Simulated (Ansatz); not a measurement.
```xyz
7

C     0.0647    1.0502    0.7067
C    -0.7915    1.2317   -0.3194
Al   -2.3545    0.2498    0.4583
Ge   -2.0768    1.4057   -1.6599
H     0.1737    1.7886    1.5082
H     0.7740    0.2160    0.7292
H    -2.4267   -0.4746    1.8643
```

Geometry: PBE0-D3(BJ)/pcseg-1.

These are results of isolated molecule in a Gaussian basis; Kohn-Sham density functional theory, functional PBE0 (Ansatz), not measurements.

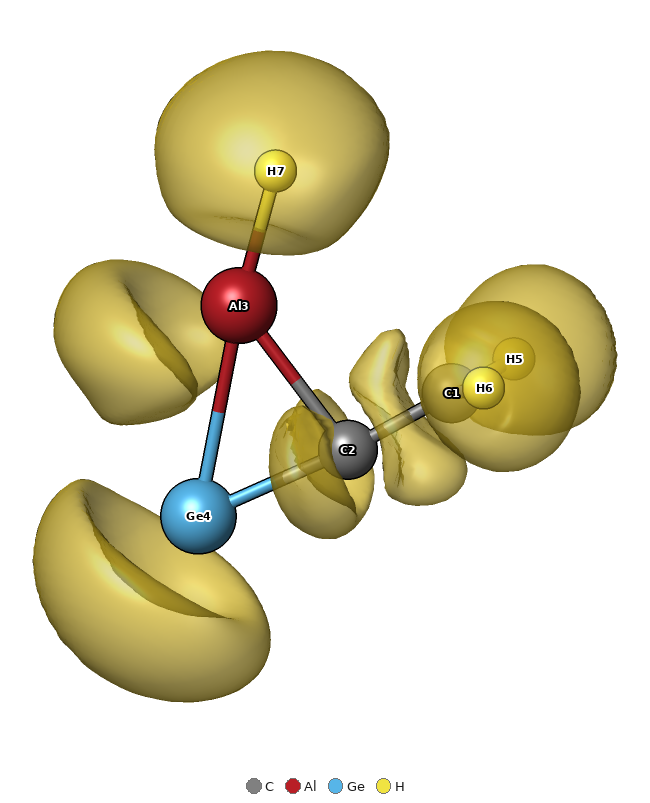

C2H3AlGe (SMILES C=[C]1[AlH][Ge]1). Isosurface of the ELF at 0.75 (yellow), seen at a tilt. Core shells and regions of very low density are left out.

> What do the ELF domains correspond to?

The surface consists of one region between bonded C–C atoms (shared pairs), three regions around hydrogen nuclei, one lobe of the valence shell of C pointing towards Ge (polar bonds), one lobe on Al, pointing away from the bonds (lone pairs) and one lobe on Ge, pointing away from the bonds (lone pairs). Along the contacts the grid gives the following. C–C (1.35 Å): the ELF peaks at about 0.90 between the atoms, as expected for a covalent bond. C–Ge (1.87 Å): the ELF peaks at about 0.85 in the valence shell of C, 0.7 Å from its nucleus, and is about 0.40 at the midpoint.
